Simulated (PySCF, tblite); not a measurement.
# C₆H₅OS radical: geometry, infrared bands and EPR parameters

What infrared bands and EPR parameters should C₆H₅OS radical (`Oc1ccccc1[S]`) show?

Computed with tblite 0.8.0 and PySCF 2.14.0, with density-fitted response routines of our own, on a single molecule in the gas phase. Atoms count from 0, in the outputs and in this text.

## (1) The starting structure

13 atoms, charge 0, multiplicity 2; geometry from: force field or distance geometry start.

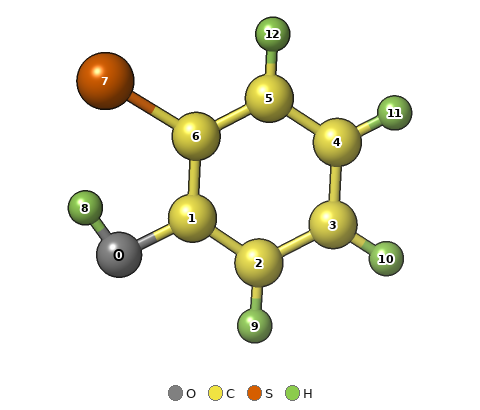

As it starts; oxygen grey, carbon yellow, sulfur orange, hydrogen green, atoms numbered; sticks join atoms by distance.

## (2) Relaxing the molecule with GFN2-xTB

The job: settings as JSON, then the geometry in Å.

```
{"job": {"kind": "relax", "xc": "GFN2-xTB", "basis": "xTB"}, "charge": 0, "multiplicity": 2}
O      2.402500    -0.552900     0.309100
C      1.061500    -0.298700     0.073000
C      0.384700    -1.056200    -0.855300
C     -0.977900    -0.778200    -1.084500
C     -1.619700     0.223200    -0.342400
C     -0.917500     0.973900     0.594500
C      0.434800     0.710300     0.808100
S      1.394100     1.658300     2.033200
H      2.574500     0.128100     1.010800
H      0.884400    -1.831700    -1.406600
H     -1.534200    -1.364700    -1.810300
H     -2.674100     0.430000    -0.516300
H     -1.417500     1.759100     1.168900
```

Run with:

```console
OMP_NUM_THREADS=1 python probes_run.py task.json out
```

One launch serves the whole session: the jobs run in the order shown.

The program printed:

```text
step      E/eV     max force
  0    -616.57630    2.258
  1    -616.73242    1.363
  2    -616.77630    0.726
  3    -616.80227    0.689
  4    -616.81010    0.329
  5    -616.81653    0.204
  6    -616.81905    0.172
  7    -616.82295    0.178
  8    -616.82519    0.108
  9    -616.82672    0.089
 10    -616.82759    0.087
 11    -616.82848    0.087
 12    -616.82931    0.089
 13    -616.82989    0.059
 14    -616.83013    0.029
 15    -616.83022    0.021
 16    -616.83028    0.021
 17    -616.83031    0.020
 18    -616.83033    0.015
 19    -616.83034    0.010
 20    -616.83035    0.007
```

Wall time 0.13 s (1 thread of Arm Neoverse V1, shared host).

Along the way:

```csv
step,energy from step 0 (eV),largest force (eV/Å)
0,0.0000,2.2580
1,-0.1561,1.3630
2,-0.2000,0.7264
3,-0.2260,0.6893
4,-0.2338,0.3294
5,-0.2402,0.2040
6,-0.2428,0.1717
7,-0.2467,0.1781
8,-0.2489,0.1076
9,-0.2504,0.0886
10,-0.2513,0.0874
11,-0.2522,0.0873
12,-0.2530,0.0895
13,-0.2536,0.0585
14,-0.2538,0.0292
15,-0.2539,0.0215
16,-0.2540,0.0209
17,-0.2540,0.0195
18,-0.2540,0.0146
19,-0.2540,0.0103
20,-0.2541,0.0075
```

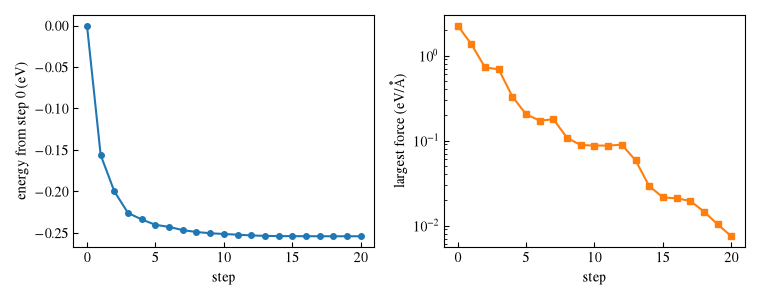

Energy and largest force along the relaxation.

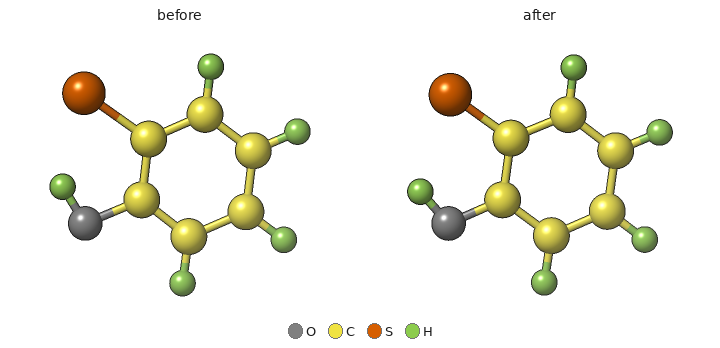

Before and after, at one scale.

Close pairs (by a distance rule), those that changed most:

```csv
bond,before (Å),after (Å),change (Å)
C6–S7,1.822,1.714,-0.108
O0–C1,1.385,1.335,-0.050
C2–C3,1.409,1.380,-0.030
C1–C6,1.397,1.421,+0.024
C4–C5,1.391,1.374,-0.017
C1–C2,1.376,1.392,+0.016
C5–H12,1.094,1.079,-0.015
O0–H8,0.993,0.978,-0.014
```

The next job starts from the end point, and lists it.

## (3) Harmonic vibrations with GFN2-xTB

The job: settings as JSON, then the geometry in Å.

```
{"job": {"kind": "ir", "xc": "GFN2-xTB", "basis": "xTB"}, "charge": 0, "multiplicity": 2}
O      2.375638    -0.549512     0.302172
C      1.081264    -0.294409     0.095110
C      0.367694    -1.032948    -0.844011
C     -0.969819    -0.771210    -1.059422
C     -1.625118     0.231905    -0.342928
C     -0.940222     0.973508     0.588966
C      0.418541     0.728078     0.825951
S      1.315341     1.628125     1.976687
H      2.701363     0.064538     0.990664
H      0.885433    -1.805183    -1.390440
H     -1.514082    -1.349542    -1.790547
H     -2.671630     0.423978    -0.522896
H     -1.428793     1.753157     1.152966
```

The program printed:

```text
mode    cm-1     km/mol
  1     129.8      0.66
  2     235.3      0.06
  3     238.3      7.30
  4     360.9      4.87
  5     407.4      1.10
  6     475.8      3.57
  7     478.0      1.89
  8     529.3      4.77
  9     585.9    131.24
 10     673.1      4.88
 11     697.3      3.25
 12     768.1     35.38
 13     822.6     10.90
 14     869.4      1.42
 15     906.6      1.43
 16     917.9      0.40
 17    1035.9      7.79
 18    1066.6      5.44
 19    1113.4     60.58
 20    1161.1     96.55
 21    1174.1      1.03
 22    1243.6     54.89
 23    1274.7     99.38
 24    1343.0     43.53
 25    1410.5     18.29
 26    1431.1    187.29
 27    1531.3     38.70
 28    1567.3     33.10
 29    3088.7      2.69
 30    3095.4     18.86
 31    3104.2     21.97
 32    3110.9     13.76
 33    3236.5      4.08
```

It took 0.43 s on 1 thread of Arm Neoverse V1, shared host.

Which atoms move in the most intense modes:

```csv
cm⁻¹,km/mol,atoms
586,131.2,H8 88 %
1113,60.6,"H8 37 %, H10 18 %, C6 14 %"
1161,96.5,"H9 33 %, H8 19 %, H10 16 %, H12 11 %"
1244,54.9,"H12 39 %, C6 22 %, H8 11 %"
1275,99.4,"C1 32 %, H10 23 %, O0 15 %"
1343,43.5,"C1 23 %, C3 16 %, C5 13 %, C2 13 %"
1431,187.3,"C1 30 %, C2 14 %, C4 13 %, C5 10 %"
1531,38.7,"C3 36 %, C1 17 %, C4 16 %"
```

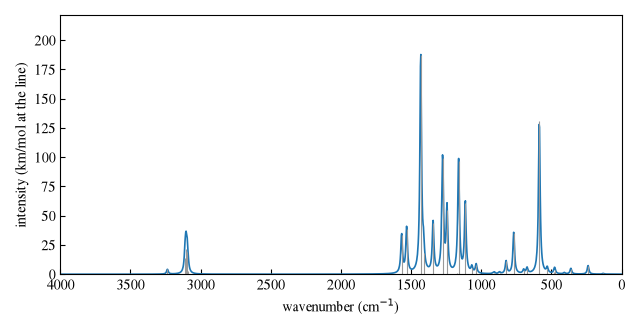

The infrared spectrum from these modes, unscaled. Lines are broadened to a width of 14 cm⁻¹ (Lorentzian).

## (4) EPR parameters: B3LYP/pcH-1

Same as in step 3 but for these lines:

```diff
@@ -1,2 +1,2 @@
-{"job": {"kind": "ir", "xc": "GFN2-xTB", "basis": "xTB"}, "charge": 0, "multiplicity": 2}
+{"job": {"kind": "epr", "basis": "pcH-1"}, "charge": 0, "multiplicity": 2}
 O      2.375638    -0.549512     0.302172
```

With the program's defaults for keys left out, this is: UKS B3LYP, pcH-1 on C H O S, non-relativistic, mean-field spin-orbit, GIAO.

The program printed:

```text
UKS, coarse grid
  cycle   1  E = -704.98454818  |g| = 4.64e-01
  cycle   2  E = -704.88399177  |g| = 7.13e-01
  cycle   3  E = -705.06233706  |g| = 1.11e-01
  cycle   4  E = -705.06750835  |g| = 4.51e-02
  cycle   5  E = -705.06846232  |g| = 1.71e-02
  cycle   6  E = -705.06862886  |g| = 5.79e-03
  cycle   7  E = -705.06866599  |g| = 3.71e-03
  cycle   8  E = -705.06867958  |g| = 1.43e-03
  cycle   9  E = -705.06868489  |g| = 6.08e-04
UKS, final grid
  cycle   1  E = -705.06868830  |g| = 8.75e-04
  cycle   2  E = -705.06868754  |g| = 1.62e-03
  cycle   3  E = -705.06868888  |g| = 1.49e-04
  cycle   4  E = -705.06868892  |g| = 1.44e-04
  cycle   5  E = -705.06868897  |g| = 5.46e-05
  cycle   6  E = -705.06868897  |g| = 1.58e-05
E = -705.06868897 Eh   <S^2> = 0.7614 (exact 0.7500)
g shifts (ppm)      1          2          3
  rmc          -212       -212       -212
  gc             -7         46         44
  oz_so          -4      10399      64934
  total        -224      10232      64766
hyperfine (MHz)  atom isotope    a_iso     a_fc   dipolar eigenvalues
    0   17O      -4.47      -4.47    -19.13      9.38      9.75
    1   13C      11.77      11.77    -14.20    -13.60     27.80
    2   13C     -14.03     -14.03    -10.13      4.56      5.57
    3   13C      14.76      14.76    -14.60    -13.29     27.90
    4   13C      -9.73      -9.73     -4.20      1.82      2.38
    5   13C       6.29       6.29     -8.60     -7.98     16.58
    6   13C     -14.93     -14.93     -3.46     -2.06      5.51
    7   33S      13.58      13.58    -61.63    -60.98    122.61
    8    1H      -3.65      -3.65     -3.96     -1.60      5.56
    9    1H       3.62       3.62     -1.94     -0.58      2.52
   10    1H     -11.85     -11.85     -7.27     -0.66      7.94
   11    1H       1.48       1.48     -1.64      0.13      1.51
   12    1H      -7.66      -7.66     -2.45     -2.25      4.70
```

It took 63 s on 1 thread of Arm Neoverse V1, shared host; peak memory 0.97 GiB.

Principal g values 2.00210, 2.01255, 2.06709; g(iso) = 2.02724, against 2.00232 for a free electron. They are not to be trusted: the run shows nearly degenerate orbitals, where second-order g theory doesn't apply.

Hyperfine couplings, nucleus by nucleus at this fixed geometry (no averaging over rotations):

```csv
nuclei,isotope,a(iso) (MHz),"a(iso) (G, at g = 2.0023)",largest dipolar term (MHz)
C6,13C,-14.9,-5.3,5.5
C3,13C,14.8,5.3,27.9
C2,13C,-14.0,-5.0,-10.1
S7,33S,13.6,4.8,122.6
H10,1H,-11.9,-4.2,7.9
C1,13C,11.8,4.2,27.8
C4,13C,-9.7,-3.5,-4.2
H12,1H,-7.7,-2.7,4.7
C5,13C,6.3,2.2,16.6
O0,17O,-4.5,-1.6,-19.1
H8,1H,-3.6,-1.3,5.6
H9,1H,3.6,1.3,2.5
H11,1H,1.5,0.5,-1.6
```

Mulliken spin populations:

O0 0.05; C1 0.16; C2 -0.08; C3 0.18; C4 -0.04; C5 0.10; C6 -0.03; S7 0.68; H8 -0.01; H9 0.00; H10 -0.01; H11 0.00; H12 -0.01

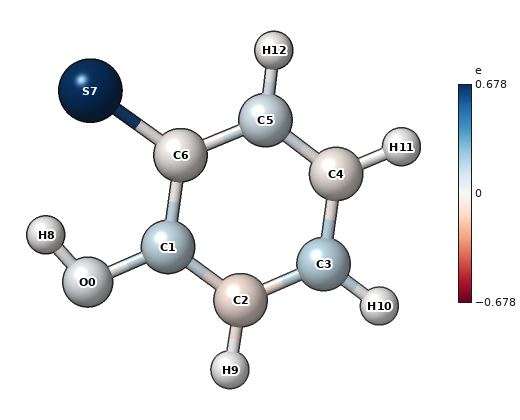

Mulliken spin populations, as colours on the atoms.

The fields below are evaluated on a grid from the run's orbitals.

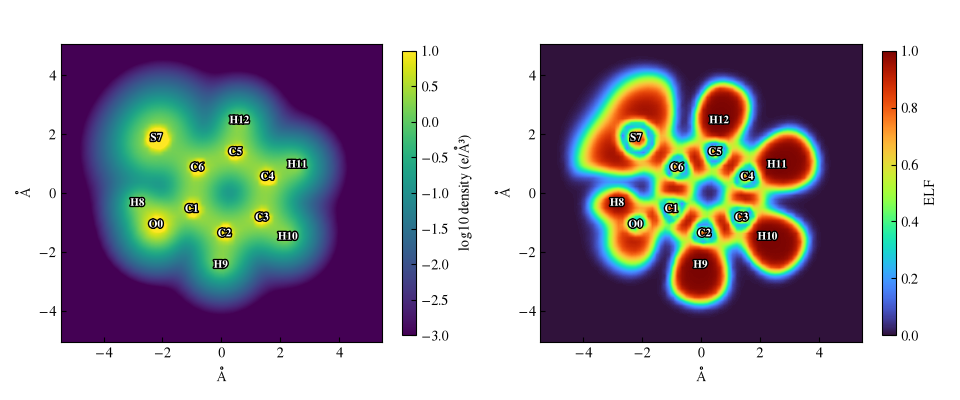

Density (left) and ELF (right) in a plane through or near 13 of the atoms.

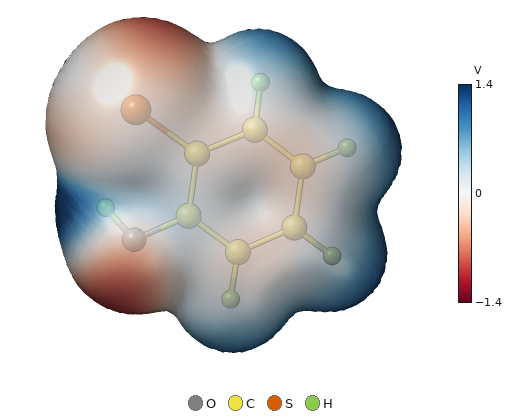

Electrostatic potential on the surface of density 0.002 e/bohr³; red is low, blue high. It runs from -0.97 V near O0 to 1.40 V near H8.

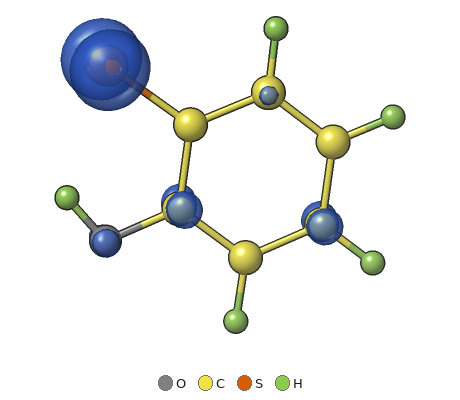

Spin density at ±0.09 e/Å³ (alpha excess blue, beta excess red).

## (5) What came out

| quantity | value |
| --- | --- |
| strongest single infrared mode (GFN2-xTB) | 1431 cm⁻¹, 187 km/mol |
| zero-point energy (GFN2-xTB) | 57.3 kcal/mol |
| g(iso) (B3LYP) | 2.02724 |
| ⟨S²⟩ | 0.761 (exact 0.75) |
| largest a(iso) | 13C on C6, -14.9 MHz |
| potential on the surface of density 0.002 e/bohr³, 1st and 99th percentile | -0.97 V and 1.40 V |
| property runs in this session | 1, of which 0 failed and 1 gave unsound results |

What this shows: Over 20 steps the energy fell by 0.254 eV; of the close pairs, C6–S7 changed most, 1.822 to 1.714 Å. All 33 modes are real, so the xTB geometry is a minimum. The strongest single mode, at 1431 cm⁻¹, is spread over several atoms, C1, C2, C4, C5 among them. GFN2-xTB is a fitted tight-binding method: band positions and strengths are rough. Its intensities can rank the bands wrongly. Most of the unpaired spin sits on S7 (0.68 e). The isotropic g lies 24.9 ppt above the free-electron value. These values are not to be trusted: the run shows nearly degenerate orbitals, where second-order g theory doesn't apply. The conformer search found further structures of the same energy, which may be mirror or relabelled copies of this one.
